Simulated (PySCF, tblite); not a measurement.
# C2H7B2F2N: geometry, infrared bands and NMR shifts

What infrared bands and NMR shifts should C2H7B2F2N (`CB(N)CB(F)F`) show?

Programs: tblite 0.8.0 and PySCF 2.14.0, with density-fitted response routines of our own. Each step states its level of theory. These are calculated values for one molecule in the gas phase, unless marked as measured. Atoms are numbered from 0 throughout.

### 1 The molecule as given

14 atoms, charge 0, multiplicity 1; geometry from: force field or distance geometry start.

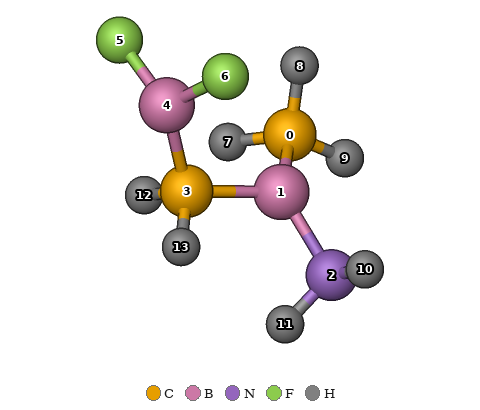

The starting geometry (carbon amber, boron pink, nitrogen purple, fluorine green, hydrogen grey), atoms numbered.

### 2 Geometry optimisation with GFN2-xTB

The job: settings as JSON, then the geometry in Å.

```
{"job": {"kind": "relax", "xc": "GFN2-xTB", "basis": "xTB"}, "charge": 0, "multiplicity": 1}
C     -1.153000    -1.157800     0.417000
B     -0.460900     0.279100     0.330400
N     -1.242200     1.559900     0.567600
C      0.689100     0.361800    -0.782000
B      2.025600    -0.337300    -0.318800
F      2.221000    -1.702900    -0.784800
F      2.623400     0.036700     0.945500
H     -1.202200    -1.540400    -0.627200
H     -0.549500    -1.862300     1.033900
H     -2.183800    -1.064000     0.851400
H     -0.728300     2.083900     1.312200
H     -1.169400     2.117700    -0.328700
H      0.266000    -0.198000    -1.635400
H      0.863600     1.423000    -1.003300
```

Launch:

```bash
$ OMP_NUM_THREADS=1 python probes_run.py task.json out
```

The driver reads the jobs from task.json and runs them one after another.

Output:

```text
step      E/eV     max force
  0    -619.12154    3.365
  1    -619.68126    2.233
  2    -619.97601    2.832
  3    -620.08819    0.743
  4    -620.14223    0.516
  5    -620.18838    0.675
  6    -620.21897    0.602
  7    -620.27364    0.566
  8    -620.31570    0.577
  9    -620.36194    0.658
 10    -620.41475    0.625
 11    -620.48260    0.805
 12    -620.55606    0.951
 13    -620.64451    1.028
 14    -620.75546    1.173
 15    -620.83732    1.140
 16    -620.81875    2.469
 17    -620.97251    0.658
 18    -621.03837    0.467
 19    -621.11435    1.033
 20    -621.14322    0.425
 21    -621.17576    0.526
 22    -621.20440    0.547
 23    -621.22863    0.328
 24    -621.24135    0.251
 25    -621.24677    0.249
 26    -621.25075    0.191
 27    -621.25501    0.151
 28    -621.25938    0.098
 29    -621.26060    0.080
 30    -621.26144    0.076
 31    -621.26212    0.075
 32    -621.26316    0.075
 33    -621.26412    0.074
 34    -621.26481    0.060
 35    -621.26529    0.062
 36    -621.26583    0.054
 37    -621.26650    0.067
 38    -621.26721    0.079
 39    -621.26784    0.065
 40    -621.26838    0.047
 41    -621.26881    0.042
 42    -621.26913    0.044
 43    -621.26934    0.044
 44    -621.26956    0.040
 45    -621.26990    0.054
 46    -621.27044    0.066
 47    -621.27104    0.063
 48    -621.27147    0.057
 49    -621.27173    0.057
 50    -621.27199    0.055
 51    -621.27246    0.069
 52    -621.27310    0.083
 53    -621.27365    0.068
 54    -621.27400    0.052
 55    -621.27431    0.054
 56    -621.27471    0.054
 57    -621.27522    0.081
 58    -621.27574    0.095
 59    -621.27618    0.098
 60    -621.27666    0.088
 61    -621.27718    0.072
 62    -621.27781    0.046
 63    -621.27797    0.032
 64    -621.27811    0.025
 65    -621.27822    0.026
 66    -621.27835    0.029
 67    -621.27845    0.026
 68    -621.27855    0.031
 69    -621.27869    0.038
 70    -621.27891    0.038
 71    -621.27917    0.037
 72    -621.27938    0.027
 73    -621.27956    0.032
 74    -621.27976    0.040
 75    -621.28008    0.063
 76    -621.28049    0.066
 77    -621.28088    0.038
 78    -621.28107    0.041
 79    -621.28124    0.041
 80    -621.28146    0.044
 81    -621.28176    0.045
 82    -621.28206    0.056
 83    -621.28240    0.065
 84    -621.28269    0.039
 85    -621.28285    0.046
 86    -621.28297    0.026
 87    -621.28303    0.021
 88    -621.28313    0.017
 89    -621.28321    0.020
 90    -621.28334    0.026
 91    -621.28347    0.031
 92    -621.28365    0.042
 93    -621.28391    0.045
 94    -621.28427    0.037
 95    -621.28459    0.035
 96    -621.28477    0.029
 97    -621.28490    0.028
 98    -621.28506    0.033
 99    -621.28527    0.035
100    -621.28555    0.043
101    -621.28582    0.044
102    -621.28606    0.044
103    -621.28634    0.047
104    -621.28670    0.046
105    -621.28723    0.062
106    -621.28781    0.063
107    -621.28900    0.141
108    -621.29067    0.124
109    -621.29443    0.116
110    -621.29777    0.135
111    -621.29792    0.253
112    -621.29076    0.299
113    -621.29884    0.200
114    -621.29990    0.129
115    -621.30053    0.065
116    -621.30069    0.050
117    -621.30093    0.067
118    -621.30139    0.085
119    -621.30175    0.082
120    -621.30218    0.064
121    -621.30257    0.047
122    -621.30300    0.051
123    -621.30307    0.083
124    -621.30357    0.062
125    -621.30380    0.057
126    -621.30407    0.043
127    -621.30427    0.043
128    -621.30448    0.036
129    -621.30474    0.039
130    -621.30488    0.027
131    -621.30495    0.020
132    -621.30501    0.021
133    -621.30506    0.017
134    -621.30508    0.032
135    -621.30513    0.017
136    -621.30516    0.010
137    -621.30519    0.009
```

Run time: 0.59 s. Hardware: 1 thread of Arm Neoverse V1, shared host.

Along the way: (not every step is listed)

| step | energy from step 0 (eV) | largest force (eV/Å) |
| --- | --- | --- |
| 0 | 0.0000 | 3.3653 |
| 1 | -0.5597 | 2.2334 |
| 2 | -0.8545 | 2.8316 |
| 3 | -0.9667 | 0.7427 |
| 4 | -1.0207 | 0.5164 |
| 5 | -1.0668 | 0.6746 |
| 6 | -1.0974 | 0.6019 |
| 7 | -1.1521 | 0.5665 |
| 8 | -1.1942 | 0.5771 |
| 20 | -2.0217 | 0.4248 |
| 32 | -2.1416 | 0.0747 |
| 44 | -2.1480 | 0.0396 |
| 56 | -2.1532 | 0.0544 |
| 68 | -2.1570 | 0.0306 |
| 80 | -2.1599 | 0.0438 |
| 92 | -2.1621 | 0.0416 |
| 104 | -2.1652 | 0.0458 |
| 116 | -2.1792 | 0.0503 |
| 128 | -2.1829 | 0.0356 |
| 132 | -2.1835 | 0.0212 |
| 133 | -2.1835 | 0.0174 |
| 134 | -2.1835 | 0.0316 |
| 135 | -2.1836 | 0.0170 |
| 136 | -2.1836 | 0.0100 |
| 137 | -2.1837 | 0.0088 |

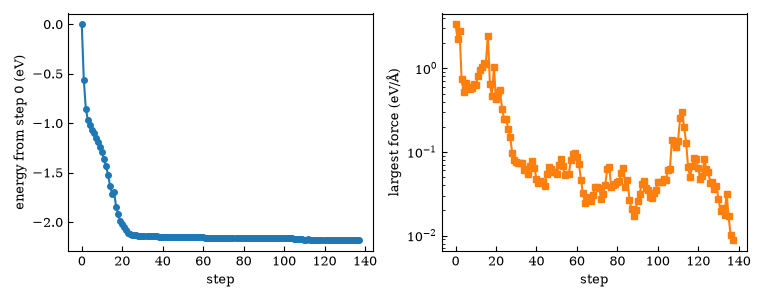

Energy and force, step by step.

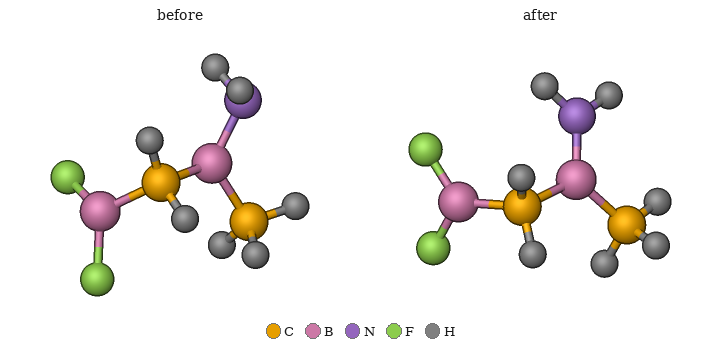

Before and after, at one scale.

Close pairs (by a distance rule), those that changed most:

| bond | before (Å) | after (Å) | change (Å) |
| --- | --- | --- | --- |
| B1–N2 | 1.519 | 1.381 | -0.138 |
| B4–F5 | 1.456 | 1.323 | -0.133 |
| B4–F6 | 1.448 | 1.328 | -0.120 |
| N2–H11 | 1.058 | 1.007 | -0.051 |
| N2–H10 | 1.046 | 1.006 | -0.039 |
| C0–H9 | 1.123 | 1.087 | -0.035 |
| C0–H8 | 1.114 | 1.088 | -0.026 |
| C0–H7 | 1.113 | 1.088 | -0.025 |

The end geometry stands in the next job.

### 3 Harmonic vibrations with GFN2-xTB

The job: settings as JSON, then the geometry in Å.

```
{"job": {"kind": "ir", "xc": "GFN2-xTB", "basis": "xTB"}, "charge": 0, "multiplicity": 1}
C     -1.513014    -1.050574     0.235065
B     -0.508477     0.158103     0.044393
N     -0.657382     1.330972     0.758854
C      0.719203     0.046944    -0.997429
B      2.047891    -0.016969    -0.189770
F      2.657976    -1.140385     0.151700
F      2.645772     1.063187     0.299366
H     -2.074245    -1.240990    -0.677767
H     -0.976797    -1.969393     0.461198
H     -2.234253    -0.884105     1.031632
H     -1.392525     1.488837     1.427678
H     -0.018735     2.106232     0.690084
H      0.597933    -0.827809    -1.630592
H      0.705975     0.935478    -1.626579
```

Output:

```text
mode    cm-1     km/mol
  1      19.7      0.99
  2      46.8      0.38
  3      92.3      1.11
  4      95.0      2.31
  5     248.5      0.47
  6     303.9      1.23
  7     346.3      0.88
  8     374.2      1.60
  9     436.0     23.17
 10     526.4     29.85
 11     568.1     26.33
 12     633.9    190.90
 13     715.3     41.08
 14     788.1      3.47
 15     800.7      2.59
 16     847.3      2.74
 17     868.2     60.22
 18     884.2      8.66
 19    1004.3     59.04
 20    1120.1     73.83
 21    1152.8    393.77
 22    1243.7    323.83
 23    1267.9    494.85
 24    1387.7     87.74
 25    1396.2    123.90
 26    1462.4     11.73
 27    1495.7      0.92
 28    1502.7      0.97
 29    1541.4    139.82
 30    3007.3     19.91
 31    3021.8     34.29
 32    3032.9     38.26
 33    3038.2     27.25
 34    3040.2     28.01
 35    3480.8      1.48
 36    3517.6      0.21
```

Run time: 0.29 s. Hardware: 1 thread of Arm Neoverse V1, shared host.

The strongest bands and the atoms that carry them (share of the mass-weighted mode):

| cm⁻¹ | km/mol | atoms |
| --- | --- | --- |
| 634 | 190.9 | H11 52 %, H10 23 %, N2 20 % |
| 1120 | 73.8 | H12 41 %, H13 27 %, C3 14 % |
| 1153 | 393.8 | B1 54 %, C3 13 % |
| 1244 | 323.8 | B4 68 %, F6 17 % |
| 1268 | 494.9 | B4 71 %, F5 17 % |
| 1388 | 87.7 | B1 37 %, H8 13 %, H7 12 % |
| 1396 | 123.9 | B1 20 %, H7 19 %, H8 19 %, C0 16 % |
| 1541 | 139.8 | H11 35 %, H10 35 %, N2 20 % |

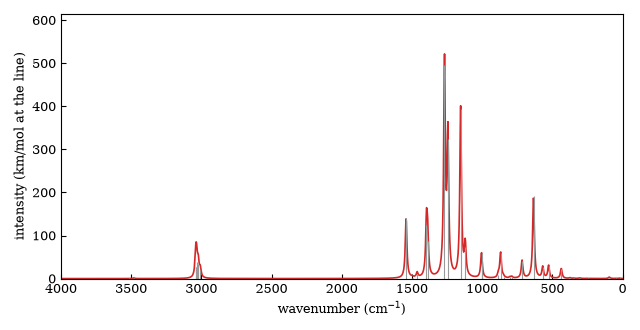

The infrared spectrum from these modes, unscaled. Lines are broadened to a width of 14 cm⁻¹ (Lorentzian).

### 4 Nuclear shieldings: PBE0/pcSseg-1

Settings changed since step 3:

```diff
@@ -1,2 +1,2 @@
-{"job": {"kind": "ir", "xc": "GFN2-xTB", "basis": "xTB"}, "charge": 0, "multiplicity": 1}
+{"job": {"kind": "nmr", "xc": "PBE0", "basis": "pcSseg-1"}, "charge": 0, "multiplicity": 1}
 C     -1.513014    -1.050574     0.235065
```

With the program's defaults for keys left out, this is: GIAO PBE0/pcSseg-1 NMR shielding, non-relativistic, gas phase.

Output:

```text
coarse grid: 11920 points
cycle   1  E = -384.1582946464  dE =  6.723e-01  |g| = 7.634e-01  |ddm| = 3.172e+00
cycle   2  E = -384.1108223266  dE =  4.747e-02  |g| = 9.665e-01  |ddm| = 1.053e+00
cycle   3  E = -384.2700635104  dE = -1.592e-01  |g| = 7.210e-02  |ddm| = 5.689e-01
cycle   4  E = -384.2710227383  dE = -9.592e-04  |g| = 2.723e-02  |ddm| = 6.669e-02
cycle   5  E = -384.2711835392  dE = -1.608e-04  |g| = 3.939e-03  |ddm| = 2.070e-02
cycle   6  E = -384.2711866793  dE = -3.140e-06  |g| = 1.631e-03  |ddm| = 4.089e-03
final grid: 116640 points
cycle   7  E = -384.3142798326  dE = -5.814e-05  |g| = 7.943e-03  |ddm| = 2.101e-02
cycle   8  E = -384.3142768096  dE =  3.023e-06  |g| = 8.758e-03  |ddm| = 1.232e-02
cycle   9  E = -384.3142946059  dE = -1.780e-05  |g| = 3.371e-04  |ddm| = 6.384e-03
cycle  10  E = -384.3142946187  dE = -1.277e-08  |g| = 2.514e-04  |ddm| = 3.909e-04
cycle  11  E = -384.3142946310  dE = -1.231e-08  |g| = 3.899e-05  |ddm| = 1.584e-04
cycle  12  E = -384.3142946313  dE = -3.391e-10  |g| = 8.201e-06  |ddm| = 4.004e-05
converged SCF energy = -384.3142946313

GIAO shielding tensors (ppm)
atom      isotropic    diamagn.    paramagn.     s11        s22        s33       span
  0 C      179.467     252.354     -72.887    168.328    174.385    195.688     27.360
  1 B       57.444     192.577    -135.133     22.015     36.755    113.562     91.547
  2 N      155.565     318.231    -162.666     66.293    197.883    202.519    136.226
  3 C      176.593     259.380     -82.787    154.802    183.668    191.309     36.507
  4 B       71.687     193.613    -121.926     40.650     79.352     95.059     54.409
  5 F      239.879     467.535    -227.656     65.521    296.109    358.007    292.486
  6 F      246.413     468.898    -222.485     74.842    306.095    358.301    283.459
  7 H       31.173      30.497       0.676     27.423     28.945     37.150      9.728
  8 H       31.106      31.561      -0.455     27.130     29.908     36.278      9.148
  9 H       31.604      31.175       0.430     27.380     29.632     37.802     10.422
 10 H       27.659      31.363      -3.704     22.753     24.939     35.286     12.533
 11 H       27.703      32.259      -4.556     22.322     26.581     34.207     11.885
 12 H       30.933      33.069      -2.136     27.601     29.475     35.722      8.122
 13 H       31.032      32.264      -1.232     27.831     28.537     36.729      8.897
```

It took 17 s on 1 thread of Arm Neoverse V1, shared host; peak memory 0.76 GiB.

Shifts follow as δ = σ(reference) − σ, with reference shieldings (ppm) from runs at the same level and on the same kind of geometry: 1H TMS 31.72, 13C TMS 186.9, 19F CFCl3 170.9, 15N NH3 267.7, 11B BF3·OEt2 100.1. The references are single molecules in the gas phase, so shifts against H2O, NH3, PH3, H3PO4 or CFCl3 are not on the usual liquid scales and can be off by tens of ppm. Atoms listed in one row are averaged.

| atoms | environment | σ (ppm) | δ (ppm) | δ scaled to CDCl3 |
| --- | --- | --- | --- | --- |
| C3 | sp3 CH2 bonded to 2 B | 176.6 | 10.3 | 8.2 |
| C0 | methyl carbon bonded to B | 179.5 | 7.5 | 5.4 |
| H10, H11 | hydrogen on a nitrogen bonded to B | 27.68 | 4.04 | – |
| H12, H13 | hydrogen on an sp3 CH2 bonded to 2 B | 30.98 | 0.73 | 0.80 |
| H7, H8, H9 | hydrogen on a methyl carbon bonded to B | 31.29 | 0.42 | 0.50 |
| B1 | boron bonded to 2 C, N | 57.4 | 42.6 | – |
| B4 | boron bonded to C, 2 F | 71.7 | 28.4 | – |
| N2 | nitrogen bonded to B, 2 H | 155.6 | 112.2 | – |
| F5, F6 | fluorine bonded to B | 243.1 | -72.2 | – |

The scaled column applies a straight-line fit of computed shieldings to shifts measured in CDCl3, and one for carbons that bear F (root-mean-square error 0.16 ppm for H, 1.9 ppm for C).

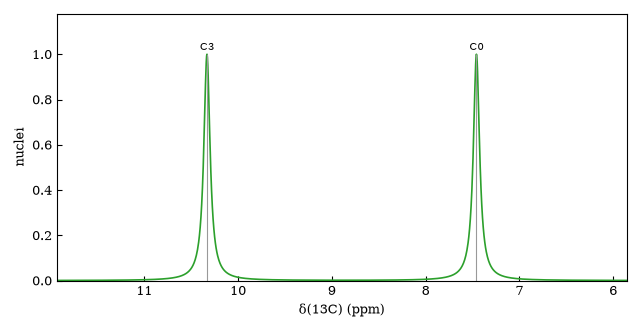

13C lines at the computed shifts, without couplings. Lines are broadened to a width of 0.08 ppm (Lorentzian).

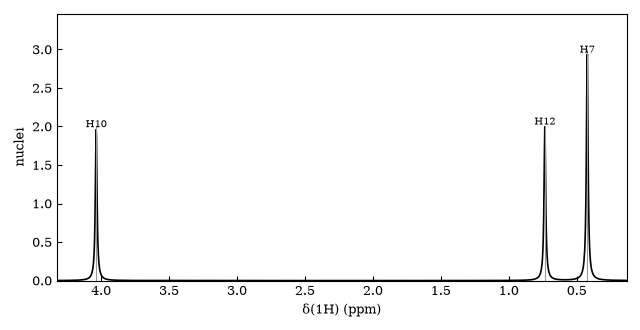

1H lines at the computed shifts, without couplings. Lines are broadened to a width of 0.01 ppm (Lorentzian).

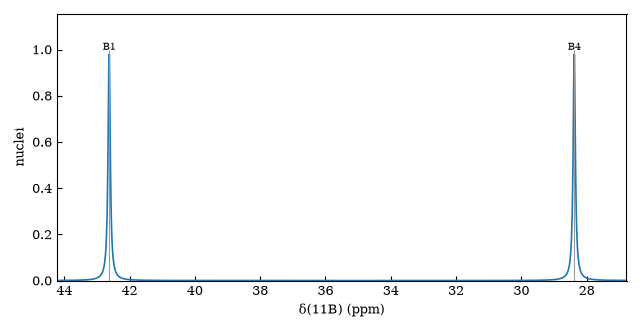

11B lines at the computed shifts, without couplings. Lines are broadened to a width of 0.08 ppm (Lorentzian).

Charges from the same density, by scheme (e):

| atoms | Mulliken | IAO | Hirshfeld | ESP fit |
| --- | --- | --- | --- | --- |
| C0 | -0.50 | -0.58 | -0.20 | -0.74 |
| B1 | 0.38 | 0.30 | 0.18 | 0.84 |
| N2 | -0.43 | -0.53 | -0.23 | -1.10 |
| C3 | -0.66 | -0.61 | -0.22 | -0.86 |
| B4 | 0.75 | 0.73 | 0.30 | 0.82 |
| F5, F6 | -0.30 | -0.32 | -0.15 | -0.33 |

ESP fit charges:

C0 -0.74; B1 0.84; N2 -1.10; C3 -0.86; B4 0.82; F5 -0.32; F6 -0.33; H7 0.17; H8 0.16; H9 0.15; H10 0.42; H11 0.42; H12 0.18; H13 0.19

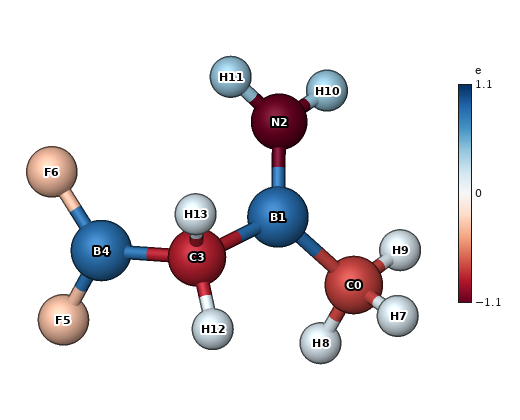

ESP fit charges, as colours on the atoms.

Mayer bond orders: C0–B1 1.04, B1–N2 1.39, B1–C3 0.93, C3–B4 1.01, B4–F5 1.11, B4–F6 1.09.

### 5 What came out

| quantity | value |
| --- | --- |
| strongest single infrared mode (GFN2-xTB) | 1268 cm⁻¹, 495 km/mol |
| zero-point energy (GFN2-xTB) | 64.8 kcal/mol |
| 13C shifts against TMS (PBE0/pcSseg-1) | 10.3, 7.5 ppm |
| 1H shifts against TMS (PBE0/pcSseg-1, means over atoms taken as alike) | 4.04, 0.73, 0.42 ppm |
| 11B shifts against BF3·OEt2 (PBE0/pcSseg-1) | 42.6, 28.4 ppm |
| 15N shifts against NH3 (PBE0/pcSseg-1) | 112.2 ppm |
| 19F shifts against CFCl3 (PBE0/pcSseg-1, means over atoms taken as alike) | -72.2 ppm |

**Reading.** Over 137 steps the energy fell by 2.184 eV; of the close pairs, B1–N2 changed most, 1.519 to 1.381 Å. No mode is imaginary among the 36: a minimum at this level. The strongest single mode, at 1268 cm⁻¹, moves mainly B4. GFN2-xTB is a fitted tight-binding method: band positions and strengths are rough. Its intensities can rank the bands wrongly. At PBE0/pcSseg-1: Shielding is most anisotropic at F5, F6 (span 288 ppm, paramagnetic term -225 ppm).
